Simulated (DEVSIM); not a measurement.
Structure: Co/SiO2/n-Si capacitor, at 300 K.

```csv
layer (left to right),material,thickness (nm),Nd (cm⁻³)
1,SiO2,35.0,-
2,Si,2400,5.5e16
```

Metal gate on the left, work function 5 eV. Fixed charge at the semiconductor interface 1.8e10 cm⁻² (in units of +e); interface traps 3e11 cm⁻² eV⁻¹, uniform in energy, neutral level at 0.3 of the gap above the valence band.

Constants are typed, rounded textbook-type inputs, not results; the design itself was drawn at random and stands for no fabricated device. Values at 300 K.

| parameter | SiO2 | Si |
|---|---|---|
| gap (eV) | 9 | 1.124 |
| affinity (eV) | 0.9 | 4.05 |
| permittivity | 3.9 | 11.7 |
| Nc (cm⁻³) | - | 2.86e19 |
| Nv (cm⁻³) | - | 3.1e19 |

Model (solved in DEVSIM): 1D Poisson equation in equilibrium, Boltzmann statistics, complete ionisation; no quantum confinement or tunnelling. Metal contacts follow the ideal Schottky-Mott rule: no Fermi-level pinning, no interface dipoles.

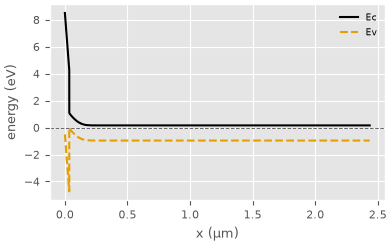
Band edges at -4.4 V on the gate

Energies count from the Fermi level of the right contact; mesh points crowd at the junctions.

```
x (μm)    Ec (eV)  Ev (eV)  n (cm⁻³)  p (cm⁻³)  field (V/cm)
--------  -------  -------  --------  --------  ------------
0.000       8.500   -0.500     < 1e2     < 1e2      -1200000
0.001500    8.318   -0.682     < 1e2     < 1e2      -1200000
0.004999    7.894   -1.106     < 1e2     < 1e2      -1200000
0.01252     6.982   -2.018     < 1e2     < 1e2      -1200000
0.02747     5.170   -3.830     < 1e2     < 1e2      -1200000
0.03226     4.588   -4.412     < 1e2     < 1e2      -1200000
0.03444     4.324   -4.676     < 1e2     < 1e2      -1200000
0.03628     1.071   -0.053     < 1e2    4.0e18       -220000
0.03954     1.018   -0.106       230    5.2e17       -140000
0.04760     0.922   -0.202      9300    1.2e16       -110000
0.06593     0.731   -0.393     1.5e7    7.8e12        -96000
0.1353      0.268   -0.856    8.8e14    130000        -37000
0.2705      0.162   -0.962    5.5e16      2100           -54
0.5858      0.162   -0.962    5.5e16      2100           ≈ 0
1.609       0.162   -0.962    5.5e16      2100           ≈ 0
2.081       0.162   -0.962    5.5e16      2100           ≈ 0
2.289       0.162   -0.962    5.5e16      2100           ≈ 0
2.373       0.162   -0.962    5.5e16      2100           ≈ 0
2.416       0.162   -0.962    5.5e16      2100           ≈ 0
2.428       0.162   -0.962    5.5e16      2100           ≈ 0
2.433       0.162   -0.962    5.5e16      2100           ≈ 0
2.435       0.162   -0.962    5.5e16      2100           ≈ 0
```
